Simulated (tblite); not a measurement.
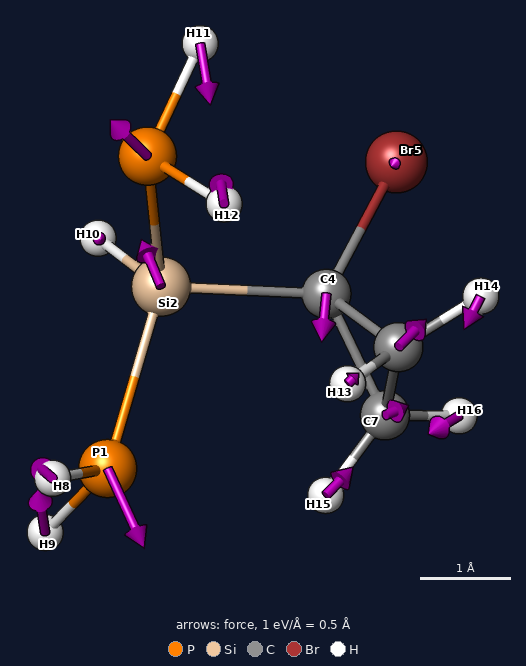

Starting geometry of C3H9BrP2Si with the computed forces as purple arrows. A ball-and-stick model, seen from a free direction.

Computed with tblite 0.8.0, GFN2-xTB geometry optimisation, gas phase. 

**Is this structure relaxed? If not, where do the atoms go?**

It isn't relaxed: the largest force vector, on a P atom, is 2.04 eV/Å. The final displacements follow the starting forces only in part (cosine between the two patterns 0.43). Over 88 geometry steps the energy falls by 1.515 eV. The largest move after the best rigid fit is that of an H atom, 0.71 Å. By element the largest moves are H 0.71 Å, P 0.43 Å, Br 0.31 Å, C 0.25 Å, Si 0.13 Å. Among the contacts that change: P–Si 2.178 → 2.251 Å, H–P 1.453 → 1.381 Å, H–P 1.433 → 1.380 Å, C–H 1.120 → 1.080 Å. Bond angles that change, for instance: H–P–H 114.2° → 92.6°, Si–P–H 114.5° → 94.0°, Si–P–H 114.0° → 94.6°.
